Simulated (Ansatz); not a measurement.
**Al$_{4}$P$_{3}$ (charge +1): geometry relaxation (part 1 of 2)**

The run: geometry relaxation of Al$_{4}$P$_{3}$, charge +1. Method and program: RKS PBE-D4/def2-SVP (Ansatz 0.2.0).

The geometry: GFN1-xTB start. Figures and captions count atoms from 1; the log counts them from 0 in places.

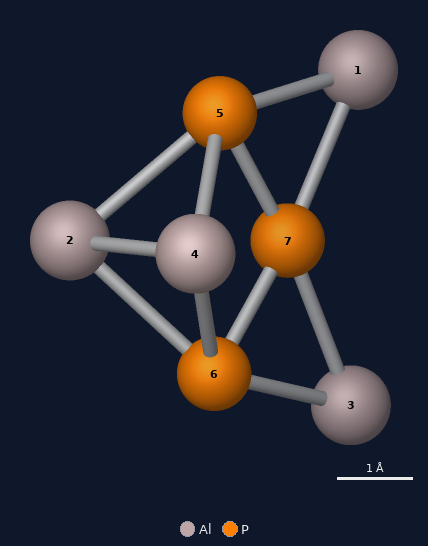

Figure 1. The input geometry (ball-and-stick view, seen at a tilt; atoms are numbered from 1 in the order of the input). Sticks mark near contacts.

## Key numbers

| quantity | value |
| --- | --- |
| outcome | converged |
| total energy | −54205.2134 eV |
| mean-field energy | −54204.6455 eV |
| dispersion energy | −0.5679 eV |
| HOMO | −9.17 eV |
| LUMO | −7.68 eV |
| largest force (length of the vector) at the end | 0.015 eV/Å |
| hardware | 4 threads of Arm Neoverse V2, 23 GiB of memory available, shared host |
| wall time | 16 s (CPU time 58 s) |
| peak memory | 0.2 GiB |

## The input
```yaml
crystal:
  periodic: [false, false, false]
  atoms:
    - {symbol: Al, position_ang: [-3.006010, -0.189660, 0.032640]}
    - {symbol: Al, position_ang: [1.420710, -1.846130, -0.114510]}
    - {symbol: Al, position_ang: [0.176990, 2.381750, -1.834770]}
    - {symbol: Al, position_ang: [1.343490, -0.294940, 1.879370]}
    - {symbol: P, position_ang: [-0.918700, -1.245650, 0.926970]}
    - {symbol: P, position_ang: [1.555200, 0.751220, -0.524070]}
    - {symbol: P, position_ang: [-0.571680, 0.443430, -0.365630]}
basis:
  gaussian: {orbitals: def2-SVP}
total_charge: 1
hamiltonian: {xc: pbe, dispersion: d4}
scf: {lower_state_search: "off"}
output: {orbitals: {seedname: orbitals}}
relax: {f_tol: 0.02, max_steps: 100}
```

Launch command:
```bash
ansatz run in.yaml --threads 4 --pin off --events-out ev --progress --plain --max-ram 4787MiB
```

## Output
```
Functional definition: PBE
  name "PBE"
  cite "Perdew, Burke & Ernzerhof, Phys. Rev. Lett. 77, 3865 (1996) doi:10.1103/PhysRevLett.77.3865"
  parent pbe
  parameter kappa = 0.804
  parameter beta = 0.06672455060314922
  exchange = pbe_x(kappa = kappa, mu = beta*pi^2/3)
  correlation = pbe_c(beta = beta)
these checks for a lower state are left out or cut short: stability, starts, cluster_reference, orbital_swaps, neighbouring_geometries, increment
1393 factors; their error is unknown
mean field evaluation 1: about -54188.2525 eV, gradient 6.1e1 eV
mean field evaluation 2: about -54049.6512 eV, gradient 1.8e2 eV
mean field evaluation 4: about -54203.1784 eV, gradient 1.4e1 eV
mean field evaluation 8: about -54204.1217 eV, gradient 3.5e-1 eV
mean field evaluation 16: about -54204.0525 eV, gradient 2.1e-4 eV
mean field -54204.05251328 eV, -1991.9621890366 hartree, gradient 2.4e-6 eV, S^2 0.000000; 0 other end points of the search recorded, 0 dependent functions left out
the calculation of the forces begins
reference -54204.05255885 eV, -1991.9621907113 hartree; 48, 48 occupied and 78, 78 virtual orbitals, 1393 factors
relax step   1: F+E_penalty+E_count = -54204.60262807 eV  Δ(F+E_penalty+E_count) = +0.000e0 eV  max|allowed force component| = 5.427e-1 eV/Å  Δτ_max = 0.0000 Å  (21 SCF iters, accepted)
these checks for a lower state are left out or cut short: stability, starts, cluster_reference, orbital_swaps, neighbouring_geometries, increment
1393 factors; their error is unknown
mean field -54204.16055589 eV, -1991.9661595293 hartree, gradient 1.6e-6 eV, S^2 0.000000; 0 other end points of the search recorded, 0 dependent functions left out
the calculation of the forces begins
reference -54204.16060185 eV, -1991.9661612185 hartree; 48, 48 occupied and 78, 78 virtual orbitals, 1393 factors
relax step   2: F+E_penalty+E_count = -54204.70652383 eV  Δ(F+E_penalty+E_count) = -1.039e-1 eV  max|allowed force component| = 2.676e-1 eV/Å  Δτ_max = 0.0826 Å  (21 SCF iters, accepted)
these checks for a lower state are left out or cut short: stability, starts, cluster_reference, orbital_swaps, neighbouring_geometries, increment
1393 factors; their error is unknown
mean field evaluation 32: about -54204.2909 eV, gradient 1.7e-1 eV
mean field -54204.22031386 eV, -1991.9683555942 hartree, gradient 1.3e-6 eV, S^2 0.000000; 0 other end points of the search recorded, 0 dependent functions left out
the calculation of the forces begins
reference -54204.22035962 eV, -1991.9683572758 hartree; 48, 48 occupied and 78, 78 virtual orbitals, 1393 factors
relax step   3: F+E_penalty+E_count = -54204.76510086 eV  Δ(F+E_penalty+E_count) = -5.858e-2 eV  max|allowed force component| = 1.743e-1 eV/Å  Δτ_max = 0.0869 Å  (21 SCF iters, accepted)
these checks for a lower state are left out or cut short: stability, starts, cluster_reference, orbital_swaps, neighbouring_geometries, increment
1393 factors; their error is unknown
mean field -54204.34322350 eV, -1991.9728724400 hartree, gradient 2.4e-6 eV, S^2 0.000000; 0 other end points of the search recorded, 0 dependent functions left out
the calculation of the forces begins
reference -54204.34326882 eV, -1991.9728741057 hartree; 48, 48 occupied and 78, 78 virtual orbitals, 1393 factors
relax step   4: F+E_penalty+E_count = -54204.89433888 eV  Δ(F+E_penalty+E_count) = -1.292e-1 eV  max|allowed force component| = 2.885e-1 eV/Å  Δτ_max = 0.1953 Å  (25 SCF iters, accepted)
these checks for a lower state are left out or cut short: stability, starts, cluster_reference, orbital_swaps, neighbouring_geometries, increment
1393 factors; their error is unknown
mean field -54204.48637443 eV, -1991.9781331397 hartree, gradient 2.2e-6 eV, S^2 0.000000; 0 other end points of the search recorded, 0 dependent functions left out
the calculation of the forces begins
reference -54204.48642019 eV, -1991.9781348215 hartree; 48, 48 occupied and 78, 78 virtual orbitals, 1393 factors
relax step   5: F+E_penalty+E_count = -54205.07479187 eV  Δ(F+E_penalty+E_count) = -1.805e-1 eV  max|allowed force component| = 2.840e-1 eV/Å  Δτ_max = 0.1968 Å  (27 SCF iters, accepted)
these checks for a lower state are left out or cut short: stability, starts, cluster_reference, orbital_swaps, neighbouring_geometries, increment
1393 factors; their error is unknown
mean field -54204.54146104 eV, -1991.9801575355 hartree, gradient 1.5e-6 eV, S^2 0.000000; 0 other end points of the search recorded, 0 dependent functions left out
the calculation of the forces begins
reference -54204.54150753 eV, -1991.9801592440 hartree; 48, 48 occupied and 78, 78 virtual orbitals, 1393 factors
relax step   6: F+E_penalty+E_count = -54205.14984009 eV  Δ(F+E_penalty+E_count) = -7.505e-2 eV  max|allowed force component| = 3.599e-1 eV/Å  Δτ_max = 0.1979 Å  (20 SCF iters, accepted)
these checks for a lower state are left out or cut short: stability, starts, cluster_reference, orbital_swaps, neighbouring_geometries, increment
1393 factors; their error is unknown
mean field evaluation 64: about -54204.0968 eV, gradient 4.4e-2 eV
mean field -54204.09679614 eV, -1991.9638164017 hartree, gradient 2.2e-6 eV, S^2 0.000000; 0 other end points of the search recorded, 0 dependent functions left out
the calculation of the forces begins
reference -54204.09684197 eV, -1991.9638180861 hartree; 48, 48 occupied and 78, 78 virtual orbitals, 1393 factors
relax step   7: F+E_penalty+E_count = -54204.69086160 eV  Δ(F+E_penalty+E_count) = +4.590e-1 eV  max|allowed force component| = 2.663e0 eV/Å  Δτ_max = 0.1952 Å  (27 SCF iters, rejected (line search))
these checks for a lower state are left out or cut short: stability, starts, cluster_reference, orbital_swaps, neighbouring_geometries, increment
1393 factors; their error is unknown
mean field -54204.59704654 eV, -1991.9822002649 hartree, gradient 1.3e-6 eV, S^2 0.000000; 0 other end points of the search recorded, 0 dependent functions left out
the calculation of the forces begins
reference -54204.59709273 eV, -1991.9822019624 hartree; 48, 48 occupied and 78, 78 virtual orbitals, 1393 factors
relax step   8: F+E_penalty+E_count = -54205.17687775 eV  Δ(F+E_penalty+E_count) = -2.704e-2 eV  max|allowed force component| = 2.826e-1 eV/Å  Δτ_max = 0.0976 Å  (20 SCF iters, accepted)
these checks for a lower state are left out or cut short: stability, starts, cluster_reference, orbital_swaps, neighbouring_geometries, increment
1393 factors; their error is unknown
mean field -54204.61792773 eV, -1991.9829676343 hartree, gradient 2.3e-6 eV, S^2 0.000000; 0 other end points of the search recorded, 0 dependent functions left out
the calculation of the forces begins
reference -54204.61797376 eV, -1991.9829693260 hartree; 48, 48 occupied and 78, 78 virtual orbitals, 1393 factors
relax step   9: F+E_penalty+E_count = -54205.19175482 eV  Δ(F+E_penalty+E_count) = -1.488e-2 eV  max|allowed force component| = 2.496e-1 eV/Å  Δτ_max = 0.0304 Å  (22 SCF iters, accepted)
these checks for a lower state are left out or cut short: stability, starts, cluster_reference, orbital_swaps, neighbouring_geometries, increment
1393 factors; their error is unknown
mean field -54204.63856421 eV, -1991.9837260110 hartree, gradient 1.6e-6 eV, S^2 0.000000; 0 other end points of the search recorded, 0 dependent functions left out
the calculation of the forces begins
reference -54204.63860996 eV, -1991.9837276924 hartree; 48, 48 occupied and 78, 78 virtual orbitals, 1393 factors
relax step  10: F+E_penalty+E_count = -54205.20692780 eV  Δ(F+E_penalty+E_count) = -1.517e-2 eV  max|allowed force component| = 1.329e-1 eV/Å  Δτ_max = 0.0710 Å  (21 SCF iters, accepted)
these checks for a lower state are left out or cut short: stability, starts, cluster_reference, orbital_swaps, neighbouring_geometries, increment
1393 factors; their error is unknown
mean field evaluation 96: about -54204.6440 eV, gradient 9.9e-7 eV
mean field -54204.64397415 eV, -1991.9839248227 hartree, gradient 9.9e-7 eV, S^2 0.000000; 0 other end points of the search recorded, 0 dependent functions left out
the calculation of the forces begins
reference -54204.64401959 eV, -1991.9839264925 hartree; 48, 48 occupied and 78, 78 virtual orbitals, 1393 factors
relax step  11: F+E_penalty+E_count = -54205.21234603 eV  Δ(F+E_penalty+E_count) = -5.418e-3 eV  max|allowed force component| = 8.421e-2 eV/Å  Δτ_max = 0.0696 Å  (22 SCF iters, accepted)
these checks for a lower state are left out or cut short: stability, starts, cluster_reference, orbital_swaps, neighbouring_geometries, increment
1393 factors; their error is unknown
mean field -54204.64548692 eV, -1991.9839804160 hartree, gradient 2.4e-6 eV, S^2 0.000000; 0 other end points of the search recorded, 0 dependent functions left out
the calculation of the forces begins
reference -54204.64553241 eV, -1991.9839820876 hartree; 48, 48 occupied and 78, 78 virtual orbitals, 1393 factors
relax step  12: F+E_penalty+E_count = -54205.21337559 eV  Δ(F+E_penalty+E_count) = -1.030e-3 eV  max|allowed force component| = 1.103e-2 eV/Å  Δτ_max = 0.0132 Å  (23 SCF iters, accepted)
```

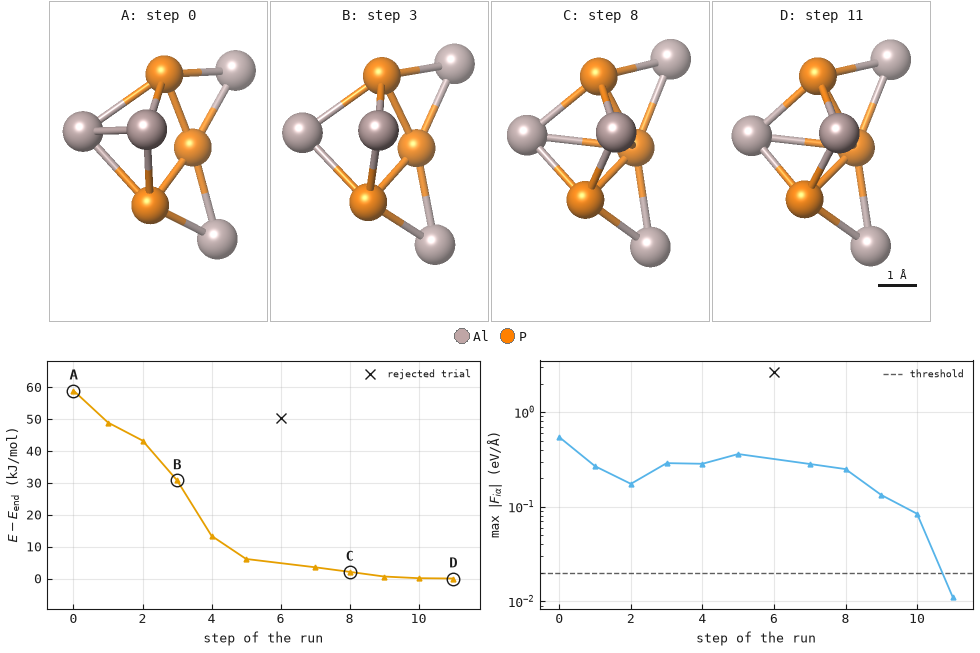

Figure 2. Frames of the relaxation (ball-and-stick view, seen at a tilt) above the curves, on which the letters mark them (the first geometry is step 0 here and step 1 in the log).
